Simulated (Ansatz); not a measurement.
# C2H4AlFO: a spread of methods and bases

How do the results and run time of C2H4AlFO respond when the settings are drawn wide?

Program: Ansatz 0.2.0, Gaussian basis. Level of theory: the settings change from run to run. These are calculated values, not measurements.

### 1 The geometry

The geometry comes from an earlier relaxation with PBE0-D4 in a triple-zeta def2 set; it is a stationary point, not always the lowest conformer.

9 atoms, charge 0, spin multiplicity 1.

Atoms are counted from 1 here; the program's logs count them from 0.

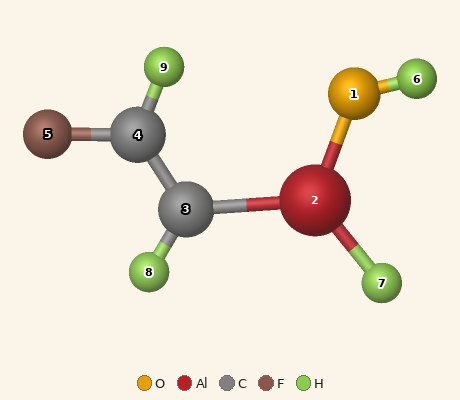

The structure; oxygen amber, aluminium red, carbon grey, fluorine brown, hydrogen green; atoms are numbered from 1 in the order of the file.

### 2 B2PLYP/6-31++G**

This run has coordinates scaled by 1.12, a grid of angular degree 11, a point charge of 1.00 e beside it.

Input file in.yaml:

```yaml
crystal:
  periodic: [false, false, false]
  atoms:
    - {symbol: O, position_ang: [-0.627973, 2.150821, -0.066669]}
    - {symbol: Al, position_ang: [0.345479, 0.853047, -1.060528]}
    - {symbol: C, position_ang: [0.425974, -1.089959, -0.138641]}
    - {symbol: C, position_ang: [-0.251994, -1.291309, 1.166348]}
    - {symbol: F, position_ang: [-0.257512, -2.601897, 1.894714]}
    - {symbol: H, position_ang: [-0.763102, 3.163641, -0.383078]}
    - {symbol: H, position_ang: [1.100740, 1.268664, -2.608631]}
    - {symbol: H, position_ang: [0.995767, -2.057946, -0.611652]}
    - {symbol: H, position_ang: [-0.868146, -0.446805, 1.788988]}
basis:
  gaussian: {orbitals: "6-31++G**", final_grid: {core_spheres: 5, valence_spheres: 4, degree: 11}, point_charges: [{charge: 1.00, position_ang: [5.954, 0.161, -0.298]}]}
hamiltonian: {xc: {name: B2PLYP}}
output: {forces: true}
```

Started as:

```console
ansatz run in.yaml --threads 2 --pin off --events-out ev --progress --plain --max-ram 4352MiB
```

Output (excerpt; [...] marks lines left out):

```text
Functional definition: B2PLYP
  name "B2PLYP"
  cite "Grimme, J. Chem. Phys. 124, 034108 (2006) doi:10.1063/1.2148954"
  cite "Becke, Phys. Rev. A 38, 3098 (1988) doi:10.1103/PhysRevA.38.3098"
  cite "Lee, Yang & Parr, Phys. Rev. B 37, 785 (1988) doi:10.1103/PhysRevB.37.785"
[...]
1067 factors; integrals over basis functions are off by at most 1.1e-3 eV
[...]
mean field -13482.23890659 eV, -495.4631412273 hartree, gradient 2.9e-6 eV, S^2 0.000000; 0 other end points of the search recorded, 0 dependent functions left out
9 core orbitals not correlated: weight in the atoms' cores, before any rotation towards them, 1.000 or more for the frozen orbitals, at most 0.000 for the correlated occupied ones
reference -13482.23911191 eV, -495.4631487727 hartree; 14, 14 occupied and 100, 100 virtual orbitals, 1067 factors
second order -24.70770832 eV of doubles, -0.00000000 eV of singles
[...]
Total energy: -13488.91019315 eV, -495.7083064866 hartree
Atom 0 at    -0.627973     2.150821    -0.066669 Å, force     1.067822     1.418294    -2.372328 eV/Å
Atom 1 at     0.345479     0.853047    -1.060528 Å, force    -1.072635     0.670115     0.745619 eV/Å
Atom 2 at     0.425974    -1.089959    -0.138641 Å, force    -1.046673    -1.340010     2.973728 eV/Å
Atom 3 at    -0.251994    -1.291309     1.166348 Å, force     0.928194     0.253509    -1.672883 eV/Å
Atom 4 at    -0.257512    -2.601897     1.894714 Å, force     0.093890     3.355245    -1.991318 eV/Å
Atom 5 at    -0.763102     3.163641    -0.383078 Å, force     0.618096    -3.816487     0.915580 eV/Å
Atom 6 at     1.100740     1.268664    -2.608631 Å, force    -0.699971    -0.518885     1.777435 eV/Å
Atom 7 at     0.995767    -2.057946    -0.611652 Å, force    -1.607287     2.503626     1.310038 eV/Å
Atom 8 at    -0.868146    -0.446805     1.788988 Å, force     1.706445    -2.499821    -1.703335 eV/Å
Dipole moment:    -0.099072     0.493086    -0.405132 e Å
```

Wall time 3.6 s (2 threads of Arm Neoverse V2, shared host).

Largest force 3.973 eV/Å, dipole 3.10 D.

### 3 RPBE/STO-3G

Set apart from the defaults: atoms shaken by 0.08 Å, density fitting with def2-universal-jkfit, the search for lower states set to light.

Input file in.yaml:

```yaml
crystal:
  periodic: [false, false, false]
  atoms:
    - {symbol: O, position_ang: [-0.690716, 1.891034, 0.013759]}
    - {symbol: Al, position_ang: [0.276000, 0.871052, -0.994744]}
    - {symbol: C, position_ang: [0.315486, -0.903123, 0.009669]}
    - {symbol: C, position_ang: [-0.300634, -1.228223, 1.081434]}
    - {symbol: F, position_ang: [-0.221848, -2.420787, 1.630987]}
    - {symbol: H, position_ang: [-0.513726, 2.897610, -0.473456]}
    - {symbol: H, position_ang: [0.967713, 1.232486, -2.192944]}
    - {symbol: H, position_ang: [0.787428, -1.832810, -0.600557]}
    - {symbol: H, position_ang: [-0.553636, -0.407054, 1.542421]}
basis:
  gaussian: {orbitals: STO-3G, fitting: {mean_field: def2-universal-jkfit}}
hamiltonian: {xc: {name: RPBE}}
scf: {lower_state_search: light}
```

Launched as before.

Output:

```text
Functional definition: RPBE
  name "RPBE"
  cite "Hammer, Hansen & Nørskov, Phys. Rev. B 59, 7413 (1999) doi:10.1103/PhysRevB.59.7413"
  cite "Perdew, Burke & Ernzerhof, Phys. Rev. Lett. 77, 3865 (1996) doi:10.1103/PhysRevLett.77.3865"
  parameter kappa = 0.804
  parameter beta = 0.06672455060314922
  exchange = rpbe_x(kappa = kappa, mu = beta*pi^2/3)
  correlation = pbe_c(beta = beta)
504 factors; integrals over basis functions are off by at most 7.0e-3 eV
mean field evaluation 1: about -13320.8817 eV, gradient 3.4e1 eV
mean field evaluation 2: about -13291.4935 eV, gradient 1.1e2 eV
mean field evaluation 4: about -13324.3316 eV, gradient 1.1e1 eV
mean field evaluation 8: about -13324.6765 eV, gradient 1.1e-1 eV
mean field -13324.67650334 eV, -489.6728297077 hartree, gradient 2.6e-5 eV, S^2 0.000000; 0 other end points of the search recorded, 0 dependent functions left out
reference -13324.67652315 eV, -489.6728304356 hartree; 23, 23 occupied and 10, 10 virtual orbitals, 504 factors
Total energy: -13324.67652315 eV, -489.6728304356 hartree
```

It took 0.45 s on 2 threads of Arm Neoverse V2, shared host.

### 4 wB97/pcseg-2

This run has finite nuclei.

Input file in.yaml:

```yaml
crystal:
  periodic: [false, false, false]
  atoms:
    - {symbol: O, position_ang: [-0.560690, 1.920376, -0.059526]}
    - {symbol: Al, position_ang: [0.308463, 0.761649, -0.946900]}
    - {symbol: C, position_ang: [0.380334, -0.973178, -0.123787]}
    - {symbol: C, position_ang: [-0.224995, -1.152955, 1.041382]}
    - {symbol: F, position_ang: [-0.229922, -2.323123, 1.691709]}
    - {symbol: H, position_ang: [-0.681341, 2.824680, -0.342034]}
    - {symbol: H, position_ang: [0.982804, 1.132735, -2.329135]}
    - {symbol: H, position_ang: [0.889077, -1.837452, -0.546118]}
    - {symbol: H, position_ang: [-0.775130, -0.398933, 1.597311]}
basis:
  gaussian: {orbitals: pcseg-2, nuclear_model: gaussian}
hamiltonian: {xc: {name: wB97}}
output: {forces: true}
```

Launched as before.

Output (excerpt; [...] marks lines left out):

```text
Functional definition: wB97
  name "wB97"
  cite "Chai & Head-Gordon, J. Chem. Phys. 128, 084106 (2008) doi:10.1063/1.2834918"
  cite "Becke, J. Chem. Phys. 107, 8554 (1997) doi:10.1063/1.475007"
[...]
  # The coefficients of nought are those of the uniform gas.
[...]
      + integral(e_c_pw_opposite_spin*poly(b97_u_opposite, 1, cos1, cos2, cos3, cos4))
1097 factors; their error is unknown
348 factors; integrals over basis functions are off by at most 1.1e-4 eV
[...]
mean field -13502.60248547 eV, -496.2114889484 hartree, gradient 3.6e-5 eV, S^2 0.000000; 0 other end points of the search recorded, 0 dependent functions left out
[...]
reference -13502.60247314 eV, -496.2114884953 hartree; 23, 23 occupied and 187, 187 virtual orbitals, 1097 factors
Total energy: -13502.60247314 eV, -496.2114884953 hartree
Atom 0 at    -0.560690     1.920376    -0.059526 Å, force    -0.009481     0.182512    -0.082471 eV/Å
Atom 1 at     0.308463     0.761649    -0.946900 Å, force     0.108936    -0.149327    -0.108771 eV/Å
Atom 2 at     0.380334    -0.973178    -0.123787 Å, force     0.001910     0.047712    -0.029072 eV/Å
Atom 3 at    -0.224995    -1.152955     1.041382 Å, force     0.035267     0.368715    -0.264451 eV/Å
Atom 4 at    -0.229922    -2.323123     1.691709 Å, force     0.000042    -0.387619     0.212367 eV/Å
Atom 5 at    -0.681341     2.824680    -0.342034 Å, force    -0.040570    -0.067273     0.107776 eV/Å
Atom 6 at     0.982804     1.132735    -2.329135 Å, force    -0.055874    -0.010667     0.102755 eV/Å
Atom 7 at     0.889077    -1.837452    -0.546118 Å, force    -0.018440    -0.007255     0.036863 eV/Å
Atom 8 at    -0.775130    -0.398933     1.597311 Å, force    -0.021790     0.023201     0.025003 eV/Å
Dipole moment:     0.028806     0.350114    -0.241817 e Å
```

Wall time 8 s (2 threads of Arm Neoverse V2, shared host).

Largest force 0.455 eV/Å, dipole 2.05 D.

### 5 wB97X-V/ANO-RCC-VTZP

Options: unrestricted orbitals, finite nuclei.

in.yaml: that of step 4 with these lines changed.

```diff
@@ -13,4 +13,5 @@
 basis:
-  gaussian: {orbitals: pcseg-2, nuclear_model: gaussian}
-hamiltonian: {xc: {name: wB97}}
+  gaussian: {orbitals: ANO-RCC-VTZP, nuclear_model: gaussian}
+magnetization: {spin_polarized: true, initial_magnetization: 0}
+hamiltonian: {xc: {name: wB97X-V}}
 output: {forces: true}
```

Launched as before.

Output (excerpt; [...] marks lines left out):

```text
Functional definition: wB97X-V
  name "wB97X-V"
  cite "Mardirossian & Head-Gordon, Phys. Chem. Chem. Phys. 16, 9904 (2014) doi:10.1039/C3CP54374A"
  cite "Becke, J. Chem. Phys. 107, 8554 (1997) doi:10.1063/1.475007"
  cite "Vydrov & Van Voorhis, J. Chem. Phys. 133, 244103 (2010) doi:10.1063/1.3521275"
[...]
      + integral(e_c_pw_opposite_spin*poly(b97_u_opposite, cos0, cos1)) + vv10(b, c)
1463 factors; their error is unknown
367 factors; integrals over basis functions are off by at most 2.0e-5 eV
[...]
mean field -13517.67531704 eV, -496.7654052919 hartree, gradient 1.5e-5 eV, S^2 0.000000; 0 other end points of the search recorded, 0 dependent functions left out
[...]
reference -13517.67531369 eV, -496.7654051686 hartree; 23, 23 occupied and 187, 187 virtual orbitals, 1463 factors
Total energy: -13517.67531369 eV, -496.7654051686 hartree
Relativity: scalar
Atom 0 at    -0.560690     1.920376    -0.059526 Å, force    -0.101550     0.171807     0.084314 eV/Å
Atom 1 at     0.308463     0.761649    -0.946900 Å, force     0.148744    -0.132131    -0.187783 eV/Å
Atom 2 at     0.380334    -0.973178    -0.123787 Å, force     0.029678    -0.038219    -0.030978 eV/Å
Atom 3 at    -0.224995    -1.152955     1.041382 Å, force    -0.018132     0.310775    -0.138667 eV/Å
Atom 4 at    -0.229922    -2.323123     1.691709 Å, force     0.006411    -0.297012     0.151503 eV/Å
Atom 5 at    -0.681341     2.824680    -0.342034 Å, force    -0.026079     0.022079     0.033685 eV/Å
Atom 6 at     0.982804     1.132735    -2.329135 Å, force    -0.027514    -0.010962     0.053303 eV/Å
Atom 7 at     0.889077    -1.837452    -0.546118 Å, force    -0.000313    -0.027463     0.016055 eV/Å
Atom 8 at    -0.775130    -0.398933     1.597311 Å, force    -0.011244     0.001127     0.018567 eV/Å
Dipole moment:     0.027923     0.319806    -0.223780 e Å
```

It took 34 s on 2 threads of Arm Neoverse V2, shared host; peak memory 1.1 GiB.

Largest force 0.341 eV/Å, dipole 1.88 D, ⟨S²⟩ 0.000.

### 6 SVWN5/6-31G

Set apart from the defaults: relativity set to none, high accuracy.

in.yaml: that of step 5 with these lines changed.

```diff
@@ -13,5 +13,5 @@
 basis:
-  gaussian: {orbitals: ANO-RCC-VTZP, nuclear_model: gaussian}
-magnetization: {spin_polarized: true, initial_magnetization: 0}
-hamiltonian: {xc: {name: wB97X-V}}
+  gaussian: {orbitals: 6-31G}
+hamiltonian: {xc: {name: SVWN5}, pseudopotentials: {relativity: none}}
+accuracy: high
 output: {forces: true}
```

Launched as before.

Output (excerpt; [...] marks lines left out):

```text
Functional definition: SVWN5
  name "SVWN5"
  cite "Dirac, Proc. Camb. Phil. Soc. 26, 376 (1930) doi:10.1017/S0305004100016108"
  cite "Slater, Phys. Rev. 81, 385 (1951) doi:10.1103/PhysRev.81.385"
  cite "Vosko, Wilk & Nusair, Can. J. Phys. 58, 1200 (1980) doi:10.1139/p80-159"
[...]
1386 factors; integrals over basis functions are off by at most 6.0e-9 eV
[...]
mean field -13417.23561677 eV, -493.0743143874 hartree, gradient 4.6e-8 eV, S^2 0.000000; 0 other end points of the search recorded, 0 dependent functions left out
[...]
reference -13417.23562062 eV, -493.0743145288 hartree; 23, 23 occupied and 34, 34 virtual orbitals, 1386 factors
Total energy: -13417.23562062 eV, -493.0743145288 hartree
Atom 0 at    -0.560690     1.920376    -0.059526 Å, force    -0.218946    -0.273733     0.533371 eV/Å
Atom 1 at     0.308463     0.761649    -0.946900 Å, force     0.486542    -1.119621    -0.240483 eV/Å
Atom 2 at     0.380334    -0.973178    -0.123787 Å, force     0.099386     0.366170    -0.375200 eV/Å
Atom 3 at    -0.224995    -1.152955     1.041382 Å, force    -0.196227     1.075162    -0.244189 eV/Å
Atom 4 at    -0.229922    -2.323123     1.691709 Å, force     0.011990    -1.540736     0.823518 eV/Å
Atom 5 at    -0.681341     2.824680    -0.342034 Å, force    -0.368714     1.211713    -0.016557 eV/Å
Atom 6 at     0.982804     1.132735    -2.329135 Å, force     0.165951     0.134848    -0.364672 eV/Å
Atom 7 at     0.889077    -1.837452    -0.546118 Å, force     0.237280    -0.243000    -0.284434 eV/Å
Atom 8 at    -0.775130    -0.398933     1.597311 Å, force    -0.217262     0.389195     0.168646 eV/Å
Dipole moment:     0.026195     0.361299    -0.242918 e Å
```

It took 2.2 s on 2 threads of Arm Neoverse V2, shared host.

Largest force 1.747 eV/Å, dipole 2.09 D.

### 7 wB97/def2-TZVP

This run has a point charge of 0.50 e beside it.

in.yaml: that of step 6 with these lines changed.

```diff
@@ -13,5 +13,3 @@
 basis:
-  gaussian: {orbitals: 6-31G}
-hamiltonian: {xc: {name: SVWN5}, pseudopotentials: {relativity: none}}
-accuracy: high
-output: {forces: true}
+  gaussian: {orbitals: def2-TZVP, point_charges: [{charge: 0.50, position_ang: [4.545, 0.636, -0.121]}]}
+hamiltonian: {xc: {name: wB97}}
```

The command is unchanged.

Output (excerpt; [...] marks lines left out):

```text
Functional definition: wB97
  name "wB97"
  cite "Chai & Head-Gordon, J. Chem. Phys. 128, 084106 (2008) doi:10.1063/1.2834918"
  cite "Becke, J. Chem. Phys. 107, 8554 (1997) doi:10.1063/1.475007"
[...]
  # The coefficients of nought are those of the uniform gas.
[...]
      + integral(e_c_pw_opposite_spin*poly(b97_u_opposite, 1, cos1, cos2, cos3, cos4))
1102 factors; their error is unknown
370 factors; integrals over basis functions are off by at most 2.0e-5 eV
[...]
mean field -13502.48645273 eV, -496.2072248238 hartree, gradient 2.7e-5 eV, S^2 0.000000; 0 other end points of the search recorded, 0 dependent functions left out
reference -13502.48644181 eV, -496.2072244224 hartree; 23, 23 occupied and 162, 162 virtual orbitals, 1102 factors
Total energy: -13502.48644181 eV, -496.2072244224 hartree
```

Run time: 6 s. Hardware: 2 threads of Arm Neoverse V2, shared host.

### 8 wB97/def2-TZVPP

Set apart from the defaults: atoms shaken by 0.15 Å.

Input file in.yaml:

```yaml
crystal:
  periodic: [false, false, false]
  atoms:
    - {symbol: O, position_ang: [-0.515932, 2.031162, -0.125387]}
    - {symbol: Al, position_ang: [0.219692, 0.629121, -0.976910]}
    - {symbol: C, position_ang: [0.148332, -0.923942, -0.137153]}
    - {symbol: C, position_ang: [-0.376818, -1.040205, 0.997461]}
    - {symbol: F, position_ang: [-0.044863, -2.434966, 1.747373]}
    - {symbol: H, position_ang: [-0.810540, 2.720586, -0.473384]}
    - {symbol: H, position_ang: [1.041753, 0.999078, -2.120478]}
    - {symbol: H, position_ang: [0.813717, -1.663005, -0.572904]}
    - {symbol: H, position_ang: [-0.744972, -0.119236, 1.635885]}
basis:
  gaussian: {orbitals: def2-TZVPP}
hamiltonian: {xc: {name: wB97}}
```

Launched as before.

Output (excerpt; [...] marks lines left out):

```text
Functional definition: wB97
  name "wB97"
  cite "Chai & Head-Gordon, J. Chem. Phys. 128, 084106 (2008) doi:10.1063/1.2834918"
  cite "Becke, J. Chem. Phys. 107, 8554 (1997) doi:10.1063/1.475007"
[...]
  # The coefficients of nought are those of the uniform gas.
[...]
      + integral(e_c_pw_opposite_spin*poly(b97_u_opposite, 1, cos1, cos2, cos3, cos4))
1172 factors; their error is unknown
378 factors; integrals over basis functions are off by at most 2.3e-5 eV
[...]
mean field -13500.07569974 eV, -496.1186312854 hartree, gradient 3.7e-5 eV, S^2 0.000000; 0 other end points of the search recorded, 0 dependent functions left out
reference -13500.07568900 eV, -496.1186308910 hartree; 23, 23 occupied and 199, 199 virtual orbitals, 1172 factors
Total energy: -13500.07568900 eV, -496.1186308910 hartree
```

Run time: 7 s. Hardware: 2 threads of Arm Neoverse V2, shared host.

### 9 PBE/cc-pVTZ-DK

Set apart from the defaults: D4 dispersion.

Input file in.yaml:

```yaml
crystal:
  periodic: [false, false, false]
  atoms:
    - {symbol: O, position_ang: [-0.560690, 1.920376, -0.059526]}
    - {symbol: Al, position_ang: [0.308463, 0.761649, -0.946900]}
    - {symbol: C, position_ang: [0.380334, -0.973178, -0.123787]}
    - {symbol: C, position_ang: [-0.224995, -1.152955, 1.041382]}
    - {symbol: F, position_ang: [-0.229922, -2.323123, 1.691709]}
    - {symbol: H, position_ang: [-0.681341, 2.824680, -0.342034]}
    - {symbol: H, position_ang: [0.982804, 1.132735, -2.329135]}
    - {symbol: H, position_ang: [0.889077, -1.837452, -0.546118]}
    - {symbol: H, position_ang: [-0.775130, -0.398933, 1.597311]}
basis:
  gaussian: {orbitals: cc-pVTZ-DK}
hamiltonian: {xc: {name: PBE}, dispersion: d4}
```

The command is unchanged.

Output:

```text
Functional definition: PBE
  name "PBE"
  cite "Perdew, Burke & Ernzerhof, Phys. Rev. Lett. 77, 3865 (1996) doi:10.1103/PhysRevLett.77.3865"
  parent pbe
  parameter kappa = 0.804
  parameter beta = 0.06672455060314922
  exchange = pbe_x(kappa = kappa, mu = beta*pi^2/3)
  correlation = pbe_c(beta = beta)
1153 factors; their error is unknown
mean field evaluation 1: about -13493.8006 eV, gradient 8.9e1 eV
mean field evaluation 2: about -13421.4303 eV, gradient 1.8e2 eV
mean field evaluation 4: about -13508.1374 eV, gradient 1.9e1 eV
mean field evaluation 8: about -13508.9726 eV, gradient 3.0e-1 eV
mean field evaluation 16: about -13508.9448 eV, gradient 8.3e-5 eV
mean field -13508.94480659 eV, -496.4445649506 hartree, gradient 8.3e-5 eV, S^2 0.000000; 0 other end points of the search recorded, 0 dependent functions left out
reference -13508.94485027 eV, -496.4445665558 hartree; 23, 23 occupied and 187, 187 virtual orbitals, 1153 factors
Total energy: -13509.10032890 eV, -496.4502802899 hartree
Relativity: scalar
```

It took 2.2 s on 2 threads of Arm Neoverse V2, shared host.

### 10 CCSD/def2-SVPD

Options: high accuracy.

in.yaml: that of step 9 with these lines changed.

```diff
@@ -13,3 +13,5 @@
 basis:
-  gaussian: {orbitals: cc-pVTZ-DK}
-hamiltonian: {xc: {name: PBE}, dispersion: d4}
+  gaussian: {orbitals: def2-SVPD}
+hamiltonian: {xc: {name: HF}}
+correlation: {method: ccsd}
+accuracy: high
```

The command is unchanged.

Output (excerpt; [...] marks lines left out):

```text
Functional definition: HF
  name "HF"
  cite "Fock, Z. Phys. 61, 126 (1930) doi:10.1007/BF01340294"
  parent pbe
[...]
2850 factors; integrals over basis functions are off by at most 3.4e-9 eV
[...]
mean field -13444.06788837 eV, -494.0603821811 hartree, gradient 4.8e-8 eV, S^2 0.000000; 0 other end points of the search recorded, 0 dependent functions left out
9 core orbitals not correlated: weight in the atoms' cores, before any rotation towards them, 1.000 or more for the frozen orbitals, at most 0.000 for the correlated occupied ones
reference -13444.06788837 eV, -494.0603821811 hartree; 14, 14 occupied and 119, 119 virtual orbitals, 2850 factors
second order -19.82599532 eV of doubles, -0.00000000 eV of singles
cycle   1  -20.04601745 eV  change   -2.2e-1 eV  update   1.1e-1
[...]
cycle  22  -20.70334361 eV  change   5.1e-10 eV  update   1.4e-9
Total energy: -13464.77123198 eV, -494.8212160257 hartree
```

It took 39 s on 2 threads of Arm Neoverse V2, shared host; peak memory 2 GiB.

T1 0.015.

### 11 The runs in one table

```
               level  charge  multiplicity               geometry  functions  energy (eV)    time
    B2PLYP/6-31++G**       0             1   scaled, point charge        123   -13488.910   3.6 s
         RPBE/STO-3G       0             1                 shaken         33   -13324.677  0.45 s
        wB97/pcseg-2       0             1                relaxed        210   -13502.602     8 s
wB97X-V/ANO-RCC-VTZP       0             1                relaxed        210   -13517.675    34 s
         SVWN5/6-31G       0             1                relaxed         57   -13417.236   2.2 s
      wB97/def2-TZVP       0             1  relaxed, point charge        185   -13502.486     6 s
     wB97/def2-TZVPP       0             1                 shaken        222   -13500.076     7 s
      PBE/cc-pVTZ-DK       0             1                relaxed        210   -13509.100   2.2 s
      CCSD/def2-SVPD       0             1                relaxed        142   -13464.771    39 s
```

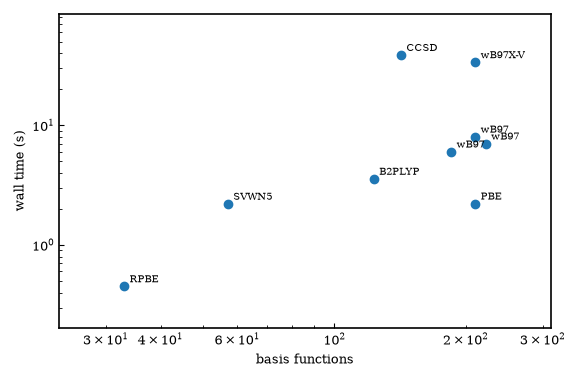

Wall time against the number of basis functions (shared host).

### 12 Outcome

```
                                         quantity                 value
                                             runs                     9
                                         quickest   RPBE/STO-3G, 0.45 s
                                          slowest  CCSD/def2-SVPD, 39 s
spread of total energies, same state and geometry              100.4 eV
                  dipole, same state and geometry        1.88 to 2.09 D
```

What this shows: CCSD/def2-SVPD took 86 times as long as RPBE/STO-3G. The jobs differ in tasks and options as well as level. Total energies at one charge and spin differ by 100 eV between levels, so only differences within one level mean anything. Some of these runs are scalar-relativistic and others not, which shifts the totals of all-electron atoms past neon by eV; core potentials, where a basis has them, take the core out of the total altogether. At the PBE0-D4/def2-TZVP geometry and in the same state, runs without warnings or point charges leave forces up to 1.75 eV/Å (SVWN5/6-31G). At that geometry and state the dipole changes by 11 % between the lowest and highest value.
